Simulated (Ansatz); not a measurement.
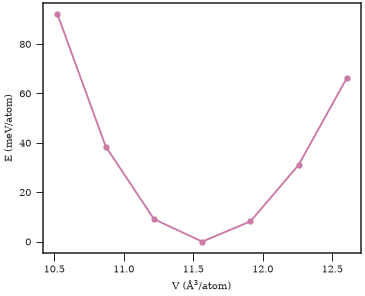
Figure: TaNi$_{3}$ in space group I4/mmm (No. 139; Ta on 2a, Ni on 2b, Ni on 4d) under volume change, LDA (plane waves, PAW; program Ansatz), shape and atoms relaxed at each volume.

What does a third-order Birch–Murnaghan fit give for V₀, B₀ and B′?

V₀ = 11.56 Å³/atom, B₀ = 265 GPa, B′ = 4.5.

The workflow started from a Materials Project entry (that database holds measured and hypothetical structures alike); the Crystallography Open Database files this formula in space group No. 139, but the cells were not matched. Whether it is the stable phase at ambient conditions was not checked. The LDA relaxation kept the symmetry of its start; its stability against distortions is not shown here. No spin polarisation was allowed. The program gave a warning on the electronic state, which may not be the lowest. Spin–orbit coupling is left out wherever it is not named.

Potentials: the later of the program's two PAW sets.
